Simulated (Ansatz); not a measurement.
Run report: AlH2OF3, geometry relaxation

- system: AlH2OF3
- method: RHF/6-31G* (Ansatz 0.2.0)

The input holds or restrains some coordinates. It belongs to a series of runs on one base structure; here: pulled along the bonds that form and break, towards end A. Figures and captions count atoms from 1; the log counts them from 0 in places.

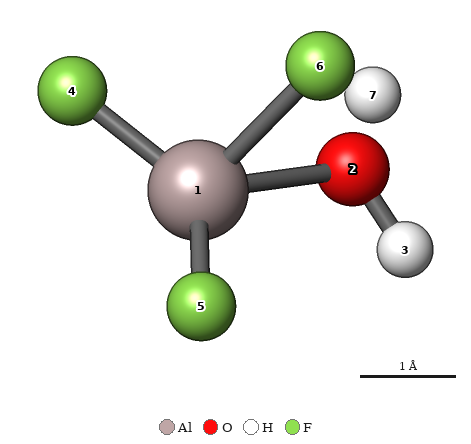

Figure 1. The input geometry (ball-and-stick view, seen at a tilt; atoms are numbered from 1 in the order of the input). Sticks mark near contacts. Bond lengths as drawn: Al–F 1.69 to 1.99 Å, Al–O 2.13 Å and H–O 1.01 Å.

Input
```yaml
crystal:
  periodic: [false, false, false]
  atoms:
    - { symbol: Al, position_ang: [0.0, 0.0, 0.0] }
    - { symbol: O, position_ang: [0.0, 0.0, 2.13] }
    - { symbol: H, position_ang: [-0.9095, -0.2814, 2.4671] }
    - { symbol: F, position_ang: [1.4635, 0.0, -0.845] }
    - { symbol: F, position_ang: [-1.4635, 0.0, -0.845] }
    - { symbol: F, position_ang: [0.0892, 1.8864, 0.6275] }
    - { symbol: H, position_ang: [0.0593, 1.2535, 1.7062] }
basis:
  gaussian: { orbitals: "6-31G*" }
hamiltonian:
  xc: hf
relax:
  f_tol: 0.15
  max_steps: 25
  restrain:
    - { distance: [0, 5], at: 2.89, k: 30.0 }
    - { distance: [6, 1], at: 2.21, k: 30.0 }
    - { distance: [0, 1], at: 1.78, k: 30.0 }
    - { distance: [6, 5], at: 0.92, k: 30.0 }
output:
  orbitals: {}
```

Machine: 1 thread of Arm Neoverse V2, 24 GiB of memory available, shared host.

Launch command:
```bash
ansatz run input.yaml --threads 1 --pin off --max-ram 2048MiB --backend cpu --events-out ev --progress --plain --runs-dir out
```

What the program printed
```
The last accepted step is kept in [file] (removed where the run ends without a failure and the disk answers)
Engine: ansatz 0.2.0, aarch64-unknown-linux-gnu
Functional definition: HF
  exchange = exact_x
  correlation = 0
777 factors; integrals over basis functions are off by at most 6.2e-4 eV
mean field evaluation 1: about -16769.2944 eV, gradient 4.9e1 eV
mean field evaluation 2: about -16769.3285 eV, gradient 4.9e1 eV
mean field evaluation 4: about -16773.3281 eV, gradient 2.1e0 eV
mean field evaluation 8: about -16773.3475 eV, gradient 8.0e-2 eV
mean field -16773.34756518 eV, -616.4091536369 hartree, gradient 1.7e-5 eV, S^2 0.000000; 0 other end points of the search recorded, 0 dependent functions left out
the calculation of the forces begins
reference -16773.34756518 eV, -616.4091536369 hartree; 25, 25 occupied and 58, 58 virtual orbitals, 777 factors
relax step   1: F+E_penalty+E_count = -16773.34756518 eV  Δ(F+E_penalty+E_count) = +0.000e0 eV  max|allowed force component| = 3.705e0 eV/Å  E_restraint = 27.39111252 eV  max|allowed force component, restraints' pulls added| = 2.913e1 eV/Å  Δτ_max = 0.0000 Å  (33 SCF iters, accepted)
  distance Al 0 - F 5 = 1.9900 Å
  distance H 6 - O 1 = 1.3245 Å
  distance Al 0 - O 1 = 2.1300 Å
  distance H 6 - F 5 = 1.2510 Å
these checks for a lower state are left out or cut short: starts, cluster_reference, orbital_swaps, neighbouring_geometries, increment
777 factors; integrals over basis functions are off by at most 4.4e-4 eV
mean field evaluation 16: about -16773.4086 eV, gradient 2.2e-3 eV
mean field -16773.40862768 eV, -616.4113976425 hartree, gradient 1.3e-5 eV, S^2 0.000000; 0 other end points of the search recorded, 0 dependent functions left out
the calculation of the forces begins
reference -16773.40862768 eV, -616.4113976425 hartree; 25, 25 occupied and 58, 58 virtual orbitals, 777 factors
relax step   2: F+E_penalty+E_count = -16773.40862768 eV  Δ(F+E_penalty+E_count) = -6.106e-2 eV  max|allowed force component| = 3.433e0 eV/Å  E_restraint = 11.34331842 eV  max|allowed force component, restraints' pulls added| = 2.119e1 eV/Å  Δτ_max = 0.1951 Å  (32 SCF iters, accepted)
  distance Al 0 - F 5 = 2.2895 Å
  distance H 6 - O 1 = 1.6420 Å
  distance Al 0 - O 1 = 1.9967 Å
  distance H 6 - F 5 = 1.0814 Å
these checks for a lower state are left out or cut short: starts, cluster_reference, orbital_swaps, neighbouring_geometries, increment
777 factors; integrals over basis functions are off by at most 3.2e-4 eV
mean field -16773.78436602 eV, -616.4252057717 hartree, gradient 9.8e-6 eV, S^2 0.000000; 0 other end points of the search recorded, 0 dependent functions left out
the calculation of the forces begins
reference -16773.78436602 eV, -616.4252057717 hartree; 25, 25 occupied and 58, 58 virtual orbitals, 777 factors
relax step   3: F+E_penalty+E_count = -16773.78436602 eV  Δ(F+E_penalty+E_count) = -3.757e-1 eV  max|allowed force component| = 2.645e0 eV/Å  E_restraint = 3.09447377 eV  max|allowed force component, restraints' pulls added| = 9.809e0 eV/Å  Δτ_max = 0.1946 Å  (31 SCF iters, accepted)
  distance Al 0 - F 5 = 2.5382 Å
  distance H 6 - O 1 = 1.9460 Å
  distance Al 0 - O 1 = 1.8934 Å
  distance H 6 - F 5 = 0.9166 Å
these checks for a lower state are left out or cut short: starts, cluster_reference, orbital_swaps, neighbouring_geometries, increment
777 factors; integrals over basis functions are off by at most 3.2e-4 eV
mean field evaluation 32: about -16774.1786 eV, gradient 7.3e-6 eV
mean field -16774.17857240 eV, -616.4396925893 hartree, gradient 9.1e-6 eV, S^2 0.000000; 0 other end points of the search recorded, 0 dependent functions left out
the calculation of the forces begins
reference -16774.17857240 eV, -616.4396925893 hartree; 25, 25 occupied and 58, 58 virtual orbitals, 777 factors
relax step   4: F+E_penalty+E_count = -16774.17857240 eV  Δ(F+E_penalty+E_count) = -3.942e-1 eV  max|allowed force component| = 1.574e0 eV/Å  E_restraint = 0.10763241 eV  max|allowed force component, restraints' pulls added| = 2.674e0 eV/Å  Δτ_max = 0.1999 Å  (31 SCF iters, accepted)
  distance Al 0 - F 5 = 2.8096 Å
  distance H 6 - O 1 = 2.2069 Å
  distance Al 0 - O 1 = 1.7586 Å
  distance H 6 - F 5 = 0.9043 Å
these checks for a lower state are left out or cut short: starts, cluster_reference, orbital_swaps, neighbouring_geometries, increment
777 factors; integrals over basis functions are off by at most 3.2e-4 eV
mean field -16774.35155682 eV, -616.4460496493 hartree, gradient 1.2e-5 eV, S^2 0.000000; 0 other end points of the search recorded, 0 dependent functions left out
the calculation of the forces begins
reference -16774.35155682 eV, -616.4460496493 hartree; 25, 25 occupied and 58, 58 virtual orbitals, 777 factors
relax step   5: F+E_penalty+E_count = -16774.35155682 eV  Δ(F+E_penalty+E_count) = -1.730e-1 eV  max|allowed force component| = 9.739e-1 eV/Å  E_restraint = 0.03389064 eV  max|allowed force component, restraints' pulls added| = 1.393e0 eV/Å  Δτ_max = 0.1927 Å  (30 SCF iters, accepted)
  distance Al 0 - F 5 = 2.8693 Å
  distance H 6 - O 1 = 2.2194 Å
  distance Al 0 - O 1 = 1.7389 Å
  distance H 6 - F 5 = 0.9272 Å
these checks for a lower state are left out or cut short: starts, cluster_reference, orbital_swaps, neighbouring_geometries, increment
777 factors; integrals over basis functions are off by at most 3.4e-4 eV
mean field -16774.39322321 eV, -616.4475808609 hartree, gradient 9.4e-6 eV, S^2 0.000000; 0 other end points of the search recorded, 0 dependent functions left out
the calculation of the forces begins
reference -16774.39322321 eV, -616.4475808609 hartree; 25, 25 occupied and 58, 58 virtual orbitals, 777 factors
relax step   6: F+E_penalty+E_count = -16774.39322321 eV  Δ(F+E_penalty+E_count) = -4.167e-2 eV  max|allowed force component| = 1.110e0 eV/Å  E_restraint = 0.04074822 eV  max|allowed force component, restraints' pulls added| = 1.583e0 eV/Å  Δτ_max = 0.1964 Å  (31 SCF iters, accepted)
  distance Al 0 - F 5 = 2.8915 Å
  distance H 6 - O 1 = 2.2357 Å
  distance Al 0 - O 1 = 1.7379 Å
  distance H 6 - F 5 = 0.9368 Å
these checks for a lower state are left out or cut short: starts, cluster_reference, orbital_swaps, neighbouring_geometries, increment
777 factors; integrals over basis functions are off by at most 3.1e-4 eV
mean field -16774.44547313 eV, -616.4495010101 hartree, gradient 8.1e-6 eV, S^2 0.000000; 0 other end points of the search recorded, 0 dependent functions left out
the calculation of the forces begins
reference -16774.44547313 eV, -616.4495010101 hartree; 25, 25 occupied and 58, 58 virtual orbitals, 777 factors
relax step   7: F+E_penalty+E_count = -16774.44547313 eV  Δ(F+E_penalty+E_count) = -5.225e-2 eV  max|allowed force component| = 1.587e0 eV/Å  E_restraint = 0.02286262 eV  max|allowed force component, restraints' pulls added| = 5.321e-1 eV/Å  Δτ_max = 0.2000 Å  (31 SCF iters, accepted)
  distance Al 0 - F 5 = 2.8785 Å
  distance H 6 - O 1 = 2.2048 Å
  distance Al 0 - O 1 = 1.7432 Å
  distance H 6 - F 5 = 0.9168 Å
these checks for a lower state are left out or cut short: starts, cluster_reference, orbital_swaps, neighbouring_geometries, increment
777 factors; integrals over basis functions are off by at most 3.1e-4 eV
mean field -16774.46268756 eV, -616.4501336288 hartree, gradient 2.1e-5 eV, S^2 0.000000; 0 other end points of the search recorded, 0 dependent functions left out
the calculation of the forces begins
reference -16774.46268756 eV, -616.4501336288 hartree; 25, 25 occupied and 58, 58 virtual orbitals, 777 factors
relax step   8: F+E_penalty+E_count = -16774.46268756 eV  Δ(F+E_penalty+E_count) = -1.721e-2 eV  max|allowed force component| = 1.338e0 eV/Å  E_restraint = 0.02603458 eV  max|allowed force component, restraints' pulls added| = 8.598e-2 eV/Å  Δτ_max = 0.0880 Å  (31 SCF iters, accepted)
  distance Al 0 - F 5 = 2.8781 Å
  distance H 6 - O 1 = 2.2068 Å
  distance Al 0 - O 1 = 1.7402 Å
  distance H 6 - F 5 = 0.9193 Å
777 factors; integrals over basis functions are off by at most 3.1e-4 eV
mean field evaluation 64: about -16770.0966 eV, gradient 5.1e1 eV
```

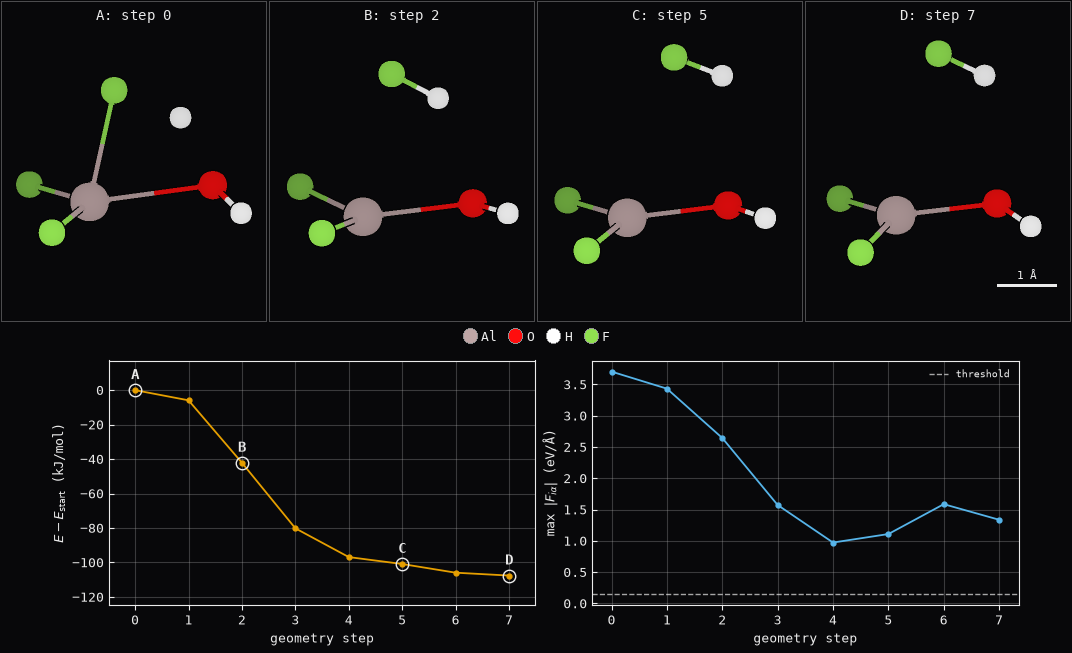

Figure 2. Frames of the restrained relaxation (ball-and-stick view, seen at a tilt) above the curves, on which the letters mark them (the first geometry is step 0 here and step 1 in the log).

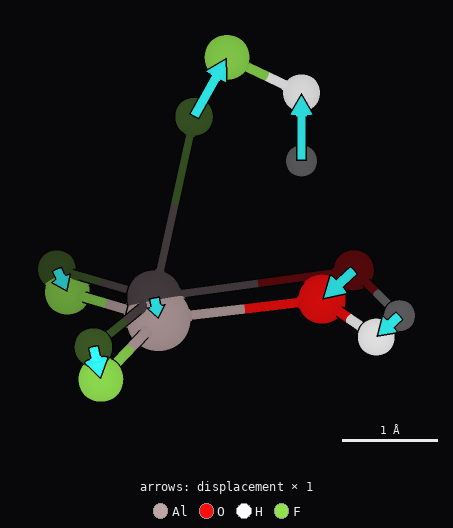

Figure 3. Start (faint) and end (solid) with the displacements as teal arrows, at true length (ball-and-stick view, seen at a tilt). The two geometries are laid on each other by the best rigid fit. Over 7 geometry steps the energy falls by 107.6 kJ/mol. Largest force component: 3.7 eV/Å at the start, 1.3 eV/Å at the end. The largest moves after the best rigid fit, 0.72 Å, are those of F6 and H7. By element the largest moves are H 0.72 Å, F 0.71 Å, O 0.46 Å, Al 0.23 Å. Distances before and after: Al1–F6 1.990 → 2.878 Å, Al1–O2 2.130 → 1.740 Å, F6–H7 1.251 → 0.919 Å, Al1–F4 1.690 → 1.620 Å. New bonds form: F6–H7 (1.25 → 0.92 Å). Bonds break: Al1–F6 (1.99 → 2.88 Å). Among the angles that change: Al1–O2–H3 109.5° → 119.4°. (Atoms are counted from 1 in the order of the input.)

```
mean field -16774.46268756 eV, -616.4501336288 hartree, gradient 2.1e-5 eV, S^2 0.000000; 1 other end points of the search recorded, 0 dependent functions left out
the calculation of the forces begins
reference -16774.46268756 eV, -616.4501336288 hartree; 25, 25 occupied and 58, 58 virtual orbitals, 777 factors
Total energy: -16774.46268756 eV, -616.4501336288 hartree
Atom 0 at    -0.066037    -0.228355     0.021518 Å, force    -0.078641     0.314909     1.338044 eV/Å
Atom 1 at    -0.095503    -0.225608     1.761472 Å, force     0.016860     0.106044    -1.168883 eV/Å
Atom 2 at    -0.891228    -0.471652     2.213085 Å, force     0.039936     0.003134    -0.010277 eV/Å
Atom 3 at     1.353233    -0.225779    -0.760178 Å, force     0.033358    -0.000817    -0.027428 eV/Å
Atom 4 at    -1.463369    -0.407241    -0.792415 Å, force     0.036568     0.014633    -0.011451 eV/Å
Atom 5 at     0.156163     2.462522     1.018157 Å, force    -0.020056    -0.363655    -0.102624 eV/Å
Atom 6 at     0.245741     1.954612     1.779161 Å, force    -0.028026    -0.074248    -0.017382 eV/Å
Dipole moment:    -0.259235    -0.198320     0.513911 e Å
```

Trajectory as extended XYZ (Å, eV, eV/Å), 8 frames, from step=1 to step=8
```
7
Properties=species:S:1:pos:R:3:forces:R:3 step=1 energy=-16773.34757
Al    0.0000    0.0000    0.0000    0.4671   3.7054   0.3669
O     0.0000    0.0000    2.1300   -2.4163   0.7513  -2.9123
H    -0.9095   -0.2814    2.4671    2.5105   1.0440  -0.7301
F     1.4635    0.0000   -0.8450   -1.7189  -0.8904   1.1802
F    -1.4635    0.0000   -0.8450    1.6273  -0.7781   1.3226
F     0.0892    1.8864    0.6275   -0.2048  -2.8011   1.4138
H     0.0593    1.2535    1.7062   -0.2648  -1.0311  -0.6411
7
Properties=species:S:1:pos:R:3:forces:R:3 step=2 energy=-16773.40863
Al   -0.0021   -0.1375    0.0369    0.0936   2.5681   1.2103
O    -0.0197   -0.1579    2.0334   -1.6852   0.3350  -2.9214
H    -0.8997   -0.2809    2.4655    1.7220   0.0614  -0.9746
F     1.4409   -0.0194   -0.8250   -1.6214  -0.7944   1.2138
F    -1.4442   -0.0172   -0.8236    1.5003  -0.7189   1.1714
F     0.0955    2.0419    0.7314   -0.2090  -3.4332   3.1422
H     0.0683    1.4294    1.6223    0.1997   1.9820  -2.8417
7
Properties=species:S:1:pos:R:3:forces:R:3 step=3 energy=-16773.78437
Al   -0.0102   -0.2721    0.0639    0.0527   2.3416   1.1484
O    -0.0400   -0.2873    1.9570   -1.1413   0.1107  -2.6447
H    -0.8862   -0.2888    2.4500    1.3181  -0.2244  -1.0823
F     1.4183   -0.0299   -0.8064   -1.6404  -0.9331   1.2953
F    -1.4262   -0.0266   -0.8087    1.3513  -0.8381   1.0647
F     0.0991    2.1484    0.8200   -0.0804  -0.3129  -0.5264
H     0.0842    1.6148    1.5651    0.1401  -0.1438   0.7450
7
Properties=species:S:1:pos:R:3:forces:R:3 step=4 energy=-16774.17857
Al   -0.0299   -0.3500    0.0763    0.0889   1.5739   1.0823
O    -0.0590   -0.3956    1.8341   -0.5700   0.2257  -1.1591
H    -0.8544   -0.3213    2.3733    0.7082  -0.2978  -0.7311
F     1.3588   -0.1067   -0.7568   -0.2641  -0.6267   0.4569
F    -1.3945   -0.0978   -0.7817   -0.0188  -0.5321   0.2077
F     0.1037    2.3369    0.8866   -0.0965   0.0846  -0.7315
H     0.1144    1.7930    1.6090    0.1523  -0.4276   0.8748
7
Properties=species:S:1:pos:R:3:forces:R:3 step=5 energy=-16774.35156
Al   -0.0399   -0.2233    0.0618   -0.2834  -0.0577   0.0428
O    -0.0635   -0.3409    1.7966   -0.5109   0.5493  -0.8589
H    -0.8648   -0.3789    2.3264    0.6566  -0.0880  -0.6082
F     1.3602   -0.2692   -0.7990   -0.5164   0.0489   0.6474
F    -1.4227   -0.2724   -0.8421    0.6233   0.0560   0.6718
F     0.0754    2.4824    1.0098    0.0518  -0.9739   0.2294
H     0.1944    1.8608    1.6874   -0.0211   0.4654  -0.1244
7
Properties=species:S:1:pos:R:3:forces:R:3 step=6 energy=-16774.39322
Al   -0.0551   -0.2844    0.0122   -0.1078   0.5733   0.7415
O    -0.0691   -0.2567    1.7499   -0.4867  -0.0248  -0.7171
H    -0.8643   -0.3199    2.2824    0.5641  -0.0979  -0.5732
F     1.3431   -0.2694   -0.8336   -0.2458  -0.0880   0.3947
F    -1.4318   -0.3808   -0.8721    0.2654  -0.0443   0.3847
F     0.0980    2.4118    1.0457    0.1242  -0.7276   0.8791
H     0.2182    1.9579    1.8564   -0.1133   0.4093  -1.1098
7
Properties=species:S:1:pos:R:3:forces:R:3 step=7 energy=-16774.44547
Al   -0.0698   -0.2311    0.0211    0.2453   0.4056   1.3153
O    -0.0582   -0.2163    1.7642    0.3485   0.1916  -1.5871
H    -0.8467   -0.4943    2.1860   -0.5321  -0.1585   0.4615
F     1.3668   -0.3082   -0.7326   -0.1276   0.0161  -0.0822
F    -1.4760   -0.3276   -0.7925    0.0911  -0.0211   0.0320
F     0.1076    2.4646    1.0147   -0.0169  -0.2582  -0.2440
H     0.2154    1.9714    1.7800   -0.0083  -0.1755   0.1044
7
Properties=species:S:1:pos:R:3:forces:R:3 step=8 energy=-16774.46269
Al   -0.0660   -0.2284    0.0215   -0.0786   0.3149   1.3380
O    -0.0955   -0.2256    1.7615    0.0169   0.1060  -1.1689
H    -0.8912   -0.4717    2.2131    0.0399   0.0031  -0.0103
F     1.3532   -0.2258   -0.7602    0.0334  -0.0008  -0.0274
F    -1.4634   -0.4072   -0.7924    0.0366   0.0146  -0.0115
F     0.1562    2.4625    1.0182   -0.0201  -0.3637  -0.1026
H     0.2457    1.9546    1.7792   -0.0280  -0.0742  -0.0174
```

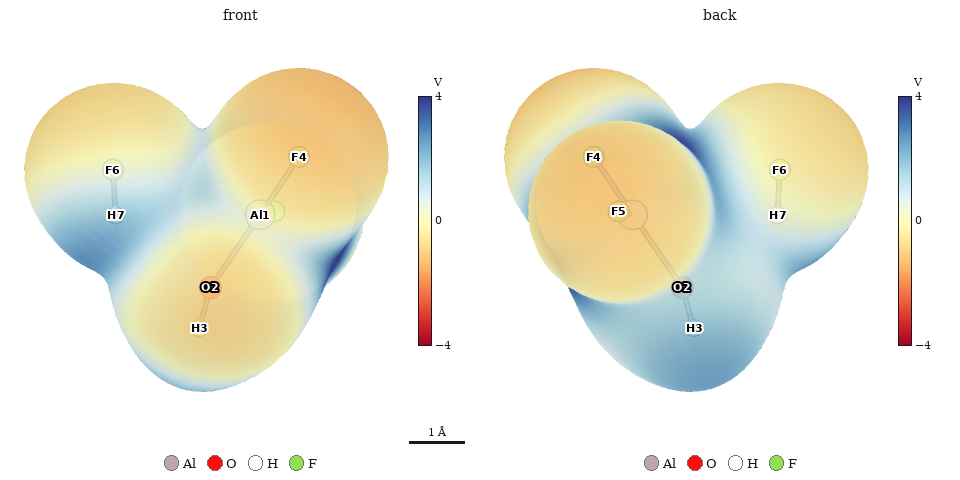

Figure 4. The electrostatic potential painted on the density surface at 0.001 e/bohr³, seen at a tilt and from behind; red is negative and blue positive. A positive charge is drawn to the negative regions and a negative charge to the positive ones.

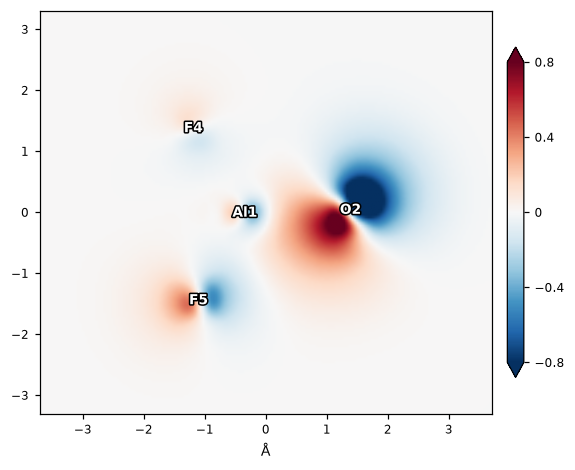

Figure 5. One frontier orbital on the plane of atoms F4, Al1 and F5 (values in Å⁻³ᐟ²; the overall sign is arbitrary). The HOMO−1, at −14.88 eV.

Results in brief

```json
{"quantity": "outcome", "value": "converged under the restraints of the input"}
{"quantity": "total energy", "value": "−16774.4627 eV"}
{"quantity": "mean-field energy", "value": "−16774.4627 eV"}
{"quantity": "largest force (length of the vector) at the end, held atoms and coordinates included", "value": "1.377 eV/Å"}
{"quantity": "wall time", "value": "11 s"}
{"quantity": "peak memory", "value": "0.14 GiB"}
```
